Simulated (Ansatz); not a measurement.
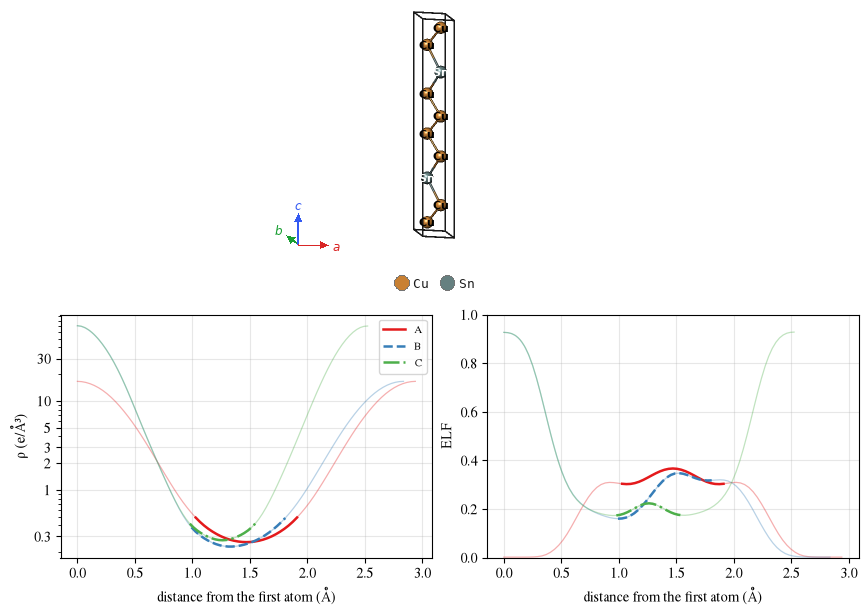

Figure 1: Cu$_{4}$Sn. Valence pseudo-density and ELF along straight lines between neighbouring atoms. Thin, pale parts lie inside the atomic spheres. The structure is drawn too.

Space group P6₃/mmc; a structure generated by program, which may or may not match a known phase; computed without spin polarisation.

Theory: DFT PBE, scalar-relativistic, plane waves, PAW (Ansatz 0.2.0).

In a PAW calculation such maps are meaningful between the atoms, not at the nuclei.

The calculation's input:

```
crystal:
  lattice:
    - [2.9503073784, 0.0, 0.0]
    - [-1.4751536892, 2.5550411387, 0.0]
    - [0.0, 0.0, 20.1615982409]
  atoms:
    - { symbol: Cu, position: [0.3333333333, 0.6666666667, 0.8616546045] }
    - { symbol: Cu, position: [0.3333333333, 0.6666666667, 0.0458764162] }
    - { symbol: Cu, position: [0.3333333333, 0.6666666667, 0.4541235838] }
    - { symbol: Cu, position: [0.3333333333, 0.6666666667, 0.6383453955] }
    - { symbol: Cu, position: [0.6666666667, 0.3333333333, 0.9541235838] }
    - { symbol: Cu, position: [0.6666666667, 0.3333333333, 0.1383453955] }
    - { symbol: Cu, position: [0.6666666667, 0.3333333333, 0.3616546045] }
    - { symbol: Cu, position: [0.6666666667, 0.3333333333, 0.5458764162] }
    - { symbol: Sn, position: [0.3333333333, 0.6666666667, 0.25] }
    - { symbol: Sn, position: [0.6666666667, 0.3333333333, 0.75] }
basis:
  ecutwfc: 420
kpoints:
  mp_grid: { grid: [12, 12, 2] }
hamiltonian:
  xc: pbe
scf:
  occupations: { method: gaussian, width: 0.1 }
output:
  forces: true
  stress: true
  eigenvalues: true
  write_density: true
  write_potential: true
  elf: true
  volumetric_format: npy
relax:
  adjacent_minimum: "off"
  f_tol: 0.01
  max_steps: 80
  cell: { stress_tol: 0.05 }
```

Run with:

```sh
ansatz run input.yaml --threads 1 --pin off --max-ram 2560MiB --backend cpu --events-out ev --progress --plain --runs-dir out
```

Below, planes, directions and counts refer to the conventional cell (a = 2.94 Å, b = 2.94 Å, c = 20.30 Å, α = 90.00°, β = 90.00°, γ = 120.00°).

The fields are those of the relaxed geometry.

Q: Which curve belongs to which contact (Cu–Cu, Cu–Sn and Sn–Sn)? The first atom named is at distance zero.

A: Curve A: Sn–Sn (2.94 Å): ρ at the midpoint is about 0.26 e/Å³; the ELF is about 0.35 at the midpoint. Curve B: Cu–Sn (2.83 Å): ρ is about 0.24 e/Å³ halfway; the ELF is about 0.35 at the midpoint. Curve C: Cu–Cu (2.52 Å): the density is about 0.27 e/Å³ at the midpoint; the ELF is about 0.20 at the midpoint (no localised pair shows between them).
